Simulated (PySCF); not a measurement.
## A series of small molecules: dihydrides MH2 of group 16

Gas-phase molecules at GFN2-xTB geometries (not checked as minima at the level of the calculation), PBE0/def2-TZVP with PySCF. The ionisation energy is E(cation) − E(neutral) at fixed geometry, without spin-orbit coupling. LUMO energies depend on the basis. GFN2-xTB bonds to atoms past the second row can be off by 0.02 to 0.07 Å and angles by up to several degrees, which can move orbital and ionisation energies by up to 0.5 eV and charges by 0.01 to 0.02 e, so small steps and misses may come from the geometries. Volumes are summed on a coarse grid and good to about 2 %. Core potentials replace the inner electrons of Te. Electronegativities are Pauling's, radii Cordero's.

| molecule | electronegativity of M | covalent radius of M (Å) | Hirshfeld charge of the central atom (e) | HOMO energy (eV) | vertical ionisation energy (eV) | HOMO–LUMO gap (eV) | volume inside the 0.001 a.u. surface (Å³) |
| --- | --- | --- | --- | --- | --- | --- | --- |
| H2O | 3.44 | 0.66 | −0.329 | −8.88 | 12.51 | 9.75 | 28 |
| H2S | 2.58 | 1.05 | −0.108 | −7.49 | 10.35 | 8.16 | 48 |
| H2Se | 2.55 | 1.20 | ? | ? | ? | ? | ? |
| H2Te | 2.10 | 1.38 | 0.022 | −6.57 | 8.98 | 5.86 | 68 |

The results for H2Se are withheld.

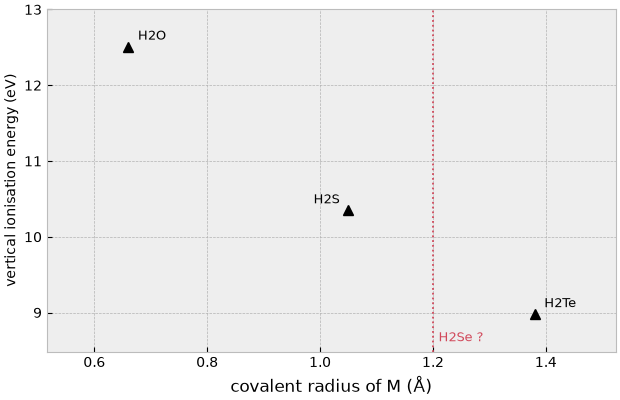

Estimate the vertical ionisation energy for H2Se from its trend with the covalent radius of M.

A least-squares line through the three given members is y = 15.68 − 4.92 x, with R² = 0.99 and a scatter of 0.20 eV; H2S lies farthest from it (−0.16 eV). At x = 1.20 it gives 9.78 eV. For a new member the 90 % prediction interval is ±1.53 eV, wide since three points leave one degree of freedom.

How does the computed value compare?

The calculation gives 9.80 eV, 0.02 eV above the estimate (0.1 times the scatter, 1 % of the range of the series): inside the prediction interval. Its other results: Hirshfeld charge of the central atom −0.056 e, HOMO energy −7.11 eV, HOMO–LUMO gap 7.36 eV and volume inside the 0.001 a.u. surface 54 Å³.

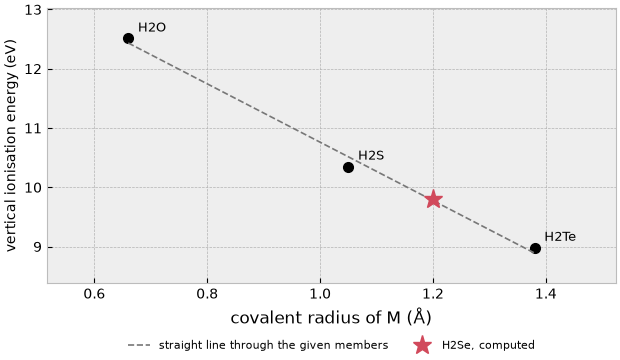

Over the series −ε(HOMO) lies 2.41 to 3.63 eV below the ionisation energy from total-energy differences, since this functional puts filled levels too high (delocalisation error). The pairing was chosen among those with R² above 0.96; series and pairings with weaker trends are left out of this set.

The single runs took from 1.4 s to 30 s, on 1 thread of shared hosts (Intel(R) Xeon(R) 6975P-C (Granite Rapids) and Intel(R) Xeon(R) Platinum 8259CL CPU @ 2.50GHz (Skylake/Cascade Lake)).
